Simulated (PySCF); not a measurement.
Si$_{3}$H$_{7}$Cl: NMR shielding calculation

The run: NMR shielding calculation of Si$_{3}$H$_{7}$Cl, SMILES [SiH3][SiH2][SiH2]Cl. Method and program: GIAO PBE0/pcSseg-1 NMR shielding, non-relativistic, gas phase (PySCF 2.14.0).

The geometry comes from this level: GFN2-xTB, NEB image 4 of 0 to 8. It belongs to a series of runs on one base structure; here: NEB image 4 of 0 to 8. Figures and captions count atoms from 1; the log counts them from 0 in places.

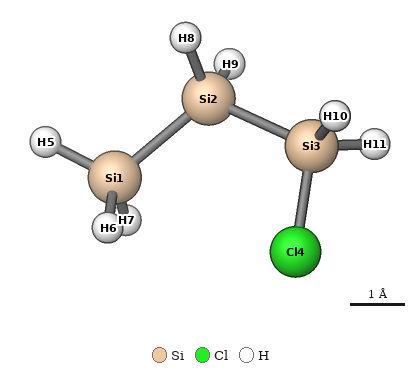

**Figure 1.** The structure (ball-and-stick view, seen at a tilt; atoms are numbered from 1 in the order of the input). Bond lengths as drawn: Cl–Si 2.04 Å, H–Si 1.46 to 1.47 Å and Si–Si 2.32 Å.

## Input file
```
{"job": {"kind": "nmr", "xc": "PBE0", "basis": "pcSseg-1", "pop": false}, "charge": 0, "multiplicity": 1}
Si     1.980300    -0.184600    -0.133900
Si    -0.053500     0.937000    -0.141600
Si    -1.953700    -0.354600     0.200000
Cl    -1.402700    -2.310100     0.378300
H      3.057900     0.563500    -0.789400
H      1.873800    -1.469300    -0.828600
H      2.435800    -0.467800     1.229800
H     -0.232700     1.694000    -1.394000
H     -0.059200     1.997600     0.881700
H     -2.959800    -0.350200    -0.863700
H     -2.680600    -0.052900     1.435400
```

The first line tells a small driver script what to run in PySCF; the rest is the geometry in Å.

Launched with:
```bash
OMP_NUM_THREADS=1 python <driver script> task.json out
```

## Log
```
coarse grid: 10840 points
cycle   1  E = -1332.3053384482  dE = -4.939e-02  |g| = 2.458e-01  |ddm| = 2.888e+00
cycle   2  E = -1332.3050380581  dE =  3.004e-04  |g| = 2.574e-01  |ddm| = 6.494e-01
cycle   3  E = -1332.3225816907  dE = -1.754e-02  |g| = 2.000e-02  |ddm| = 3.454e-01
cycle   4  E = -1332.3226662073  dE = -8.452e-05  |g| = 5.731e-03  |ddm| = 2.814e-02
cycle   5  E = -1332.3226751178  dE = -8.910e-06  |g| = 1.706e-03  |ddm| = 1.012e-02
final grid: 85128 points
cycle   6  E = -1332.3424165295  dE = -1.308e-05  |g| = 3.313e-03  |ddm| = 1.203e-02
cycle   7  E = -1332.3424166682  dE = -1.387e-07  |g| = 2.470e-03  |ddm| = 5.909e-03
cycle   8  E = -1332.3424181136  dE = -1.445e-06  |g| = 4.024e-04  |ddm| = 3.499e-03
cycle   9  E = -1332.3424181607  dE = -4.710e-08  |g| = 6.418e-05  |ddm| = 5.554e-04
cycle  10  E = -1332.3424181617  dE = -1.017e-09  |g| = 9.440e-06  |ddm| = 8.856e-05
cycle  11  E = -1332.3424181618  dE = -2.865e-11  |g| = 3.077e-06  |ddm| = 1.824e-05
```

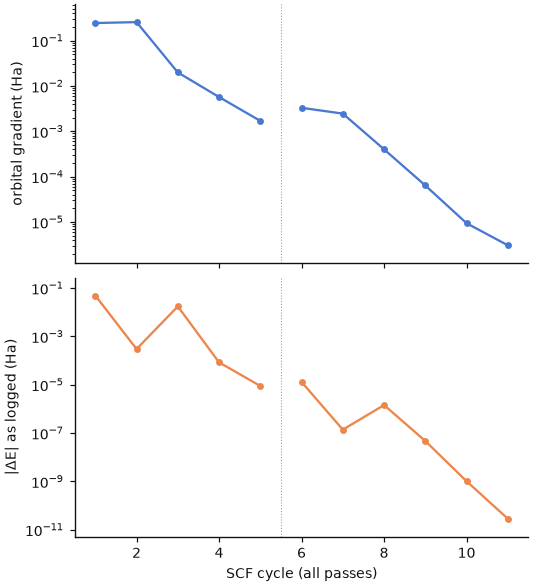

**Figure 2.** Convergence of the self-consistent field: orbital gradient and size of the energy change against the SCF cycle. The dotted line marks the change from a coarse to the final integration grid. The first 5 cycles use a coarse grid, the final grid takes over at cycle 6, and the field converges after 11 cycles in all.

```
converged SCF energy = -1332.3424181618

GIAO shielding tensors (ppm)
atom      isotropic    diamagn.    paramagn.     s11        s22        s33       span
  0 Si     466.910     879.759    -412.848    456.433    467.472    476.826     20.393
  1 Si     474.719     881.093    -406.374    443.802    483.640    496.714     52.912
  2 Si     377.496     877.630    -500.134    319.915    363.078    449.495    129.580
  3 Cl    1050.878    1148.886     -98.008    964.249   1085.268   1103.117    138.868
  4 H       28.097      28.542      -0.445     24.538     25.457     34.295      9.757
  5 H       28.028      29.045      -1.017     23.896     27.342     32.847      8.951
  6 H       28.142      28.898      -0.755     24.729     25.906     33.793      9.065
  7 H       28.229      29.435      -1.206     24.412     25.916     34.358      9.946
  8 H       28.243      29.465      -1.221     24.584     25.820     34.325      9.741
  9 H       26.292      27.723      -1.431     21.955     24.915     32.007     10.052
 10 H       26.296      27.819      -1.522     21.983     24.973     31.933      9.950
```

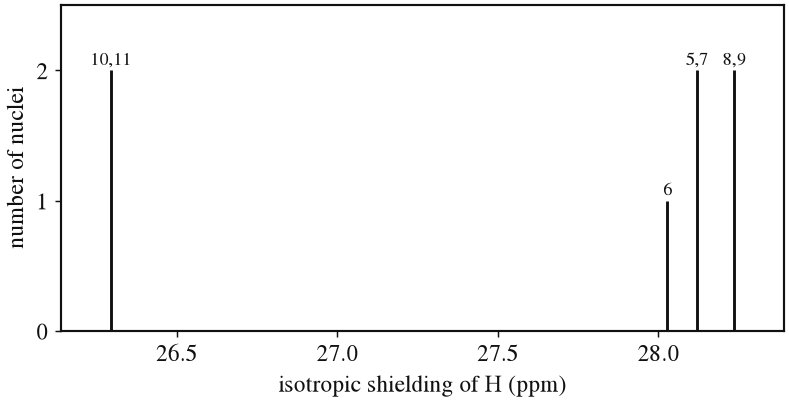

**Figure 3.** Isotropic shieldings of the hydrogen nuclei in this fixed geometry, labelled by atom number; shielding grows to the right, so chemical shift grows to the left. The least shielded is H10 (26.3 ppm), the most shielded H9 (28.2 ppm).

## Results in brief

- outcome: converged
- total energy: −1332.342418 hartree
- HOMO: −8.37 eV
- LUMO: −1.01 eV
- dipole moment: 1.62 D
- isotropic shielding, Si: 377.5 to 474.7 ppm
- isotropic shielding, Cl: 1050.9 ppm
- isotropic shielding, H: 26.3 to 28.2 ppm
- hardware: 1 CPU thread, shared host
- wall time: 24 s
- peak memory: 0.68 GiB
